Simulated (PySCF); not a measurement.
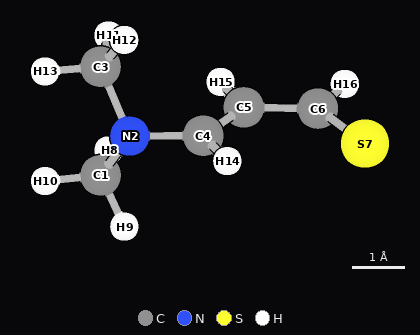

**Figure 1.** The structure (ball-and-stick view, seen at a tilt; atoms are numbered from 1 in the order of the input). Bond lengths as drawn: C–C 1.34 to 1.43 Å, C–H 1.08 to 1.10 Å, C–N 1.42 to 1.45 Å and C–S 1.63 Å.

# C5H9NS: one change and its effect

System: C5H9NS.
Method of run 1: CAM-B3LYP/pcSseg-1 single-point energy, gas phase (PySCF 2.14.0).

The geometry comes from this level: GFN2-xTB. Text and figures count atoms from 1; the logs count them from 0 in places.

**Input file, run 1**
```
{"job": {"kind": "sp", "xc": "CAM-B3LYP", "basis": "pcSseg-1", "pop": false}, "charge": 0, "multiplicity": 1}
C     -1.668532    -0.710766     0.502444
N     -0.795947     0.444717     0.618689
C     -1.115780     1.472972    -0.356230
C      0.576056     0.090195     0.600158
C      1.231594    -0.478913    -0.424866
C      2.619838    -0.814539    -0.384961
S      3.621601    -0.569456     0.877903
H     -1.636002    -1.186730    -0.488535
H     -1.383121    -1.445278     1.253621
H     -2.690373    -0.387720     0.698946
H     -1.050748     1.125154    -1.397589
H     -0.432611     2.310083    -0.222958
H     -2.132299     1.817089    -0.168070
H      1.112817     0.314851     1.516763
H      0.710334    -0.709428    -1.345823
H      3.033171    -1.272230    -1.279493
```

The first line tells a small driver script what to run in PySCF; the rest is the geometry in Å.

Command:
```bash
OMP_NUM_THREADS=1 python <driver script> task.json out
```

Hardware: 1 CPU thread, shared host.

**Output (run 1)**
```
coarse grid: 13696 points
cycle   1  E = -648.5313863027  dE =  1.025e+00  |g| = 4.138e-01  |ddm| = 3.586e+00
cycle   2  E = -648.5116138170  dE =  1.977e-02  |g| = 5.529e-01  |ddm| = 1.298e+00
cycle   3  E = -648.5903025457  dE = -7.869e-02  |g| = 6.344e-02  |ddm| = 7.645e-01
cycle   4  E = -648.5911800743  dE = -8.775e-04  |g| = 3.505e-02  |ddm| = 8.686e-02
cycle   5  E = -648.5915001362  dE = -3.201e-04  |g| = 1.303e-02  |ddm| = 5.400e-02
cycle   6  E = -648.5915468480  dE = -4.671e-05  |g| = 3.613e-03  |ddm| = 1.951e-02
cycle   7  E = -648.5915523783  dE = -5.530e-06  |g| = 1.976e-03  |ddm| = 8.130e-03
final grid: 127128 points
cycle   8  E = -648.6478105344  dE = -2.878e-05  |g| = 5.025e-03  |ddm| = 2.201e-02
cycle   9  E = -648.6478091629  dE =  1.371e-06  |g| = 5.674e-03  |ddm| = 1.018e-02
cycle  10  E = -648.6478174708  dE = -8.308e-06  |g| = 7.130e-04  |ddm| = 6.566e-03
cycle  11  E = -648.6478175995  dE = -1.286e-07  |g| = 2.446e-04  |ddm| = 8.966e-04
cycle  12  E = -648.6478176166  dE = -1.712e-08  |g| = 1.085e-04  |ddm| = 4.722e-04
cycle  13  E = -648.6478176199  dE = -3.297e-09  |g| = 4.040e-05  |ddm| = 1.659e-04
cycle  14  E = -648.6478176206  dE = -6.653e-10  |g| = 1.527e-05  |ddm| = 1.068e-04
converged SCF energy = -648.6478176206
```

Run 2 used a changed input.

**The two runs side by side**

| quantity | run 1 | run 2 |
| --- | --- | --- |
| outcome | converged | converged |
| total energy (hartree) | −648.647818 | −648.654667 |
| HOMO (eV) | −7.58 | −7.66 |
| LUMO (eV) | −1.65 | −1.69 |
| dipole moment (D) | 3.42 | 4.64 |
| SCF iterations | 14 | 14 |
| basis functions | 171 | 171 |
| wall time (shared host) | 8.4 s | 8.8 s |

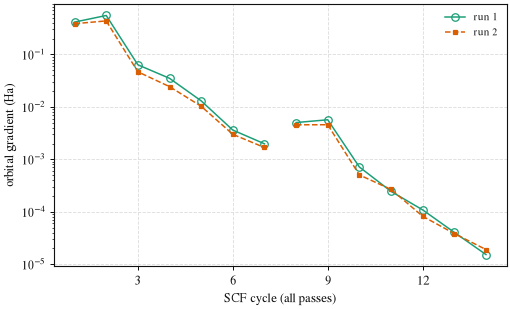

**Figure 2.** Convergence of the two runs: orbital gradient against the SCF cycle. A break in a curve parts two SCF passes (coarse and final grid). Run 1 takes 14 cycles in all, and run 2 takes 14.

What was changed in the input?

The change (lines with − go, lines with + come):
```diff
+"solvent": "dichloromethane"
```

The total energy of run 2 is 4.3 kcal/mol lower: the change of the electrostatic solvation energy at this fixed geometry, without cavity or dispersion terms. The HOMO goes from −7.58 to −7.66 eV. The dipole moment goes from 3.42 to 4.64 D. The reaction field of the continuum polarises the molecule further, so the dipole moment is larger in solution. The number of SCF iterations is the same.

**Output (run 2)**
```
coarse grid: 13696 points
cycle   1  E = -648.5497720945  dE =  1.007e+00  |g| = 3.853e-01  |ddm| = 3.584e+00
cycle   2  E = -648.5529502593  dE = -3.178e-03  |g| = 4.357e-01  |ddm| = 9.220e-01
cycle   3  E = -648.5976677283  dE = -4.472e-02  |g| = 4.663e-02  |ddm| = 4.678e-01
cycle   4  E = -648.5982529300  dE = -5.852e-04  |g| = 2.433e-02  |ddm| = 7.001e-02
cycle   5  E = -648.5984225075  dE = -1.696e-04  |g| = 1.028e-02  |ddm| = 3.679e-02
cycle   6  E = -648.5984552491  dE = -3.274e-05  |g| = 2.996e-03  |ddm| = 1.429e-02
cycle   7  E = -648.5984603680  dE = -5.119e-06  |g| = 1.680e-03  |ddm| = 6.938e-03
final grid: 127128 points
cycle   8  E = -648.6546612096  dE = -3.045e-05  |g| = 4.550e-03  |ddm| = 2.172e-02
cycle   9  E = -648.6546619245  dE = -7.148e-07  |g| = 4.564e-03  |ddm| = 8.214e-03
cycle  10  E = -648.6546671804  dE = -5.256e-06  |g| = 5.035e-04  |ddm| = 4.472e-03
cycle  11  E = -648.6546672587  dE = -7.828e-08  |g| = 2.665e-04  |ddm| = 6.804e-04
cycle  12  E = -648.6546672852  dE = -2.651e-08  |g| = 8.206e-05  |ddm| = 4.737e-04
cycle  13  E = -648.6546672887  dE = -3.451e-09  |g| = 3.831e-05  |ddm| = 1.925e-04
cycle  14  E = -648.6546672895  dE = -8.029e-10  |g| = 1.904e-05  |ddm| = 1.033e-04
converged SCF energy = -648.6546672895
```
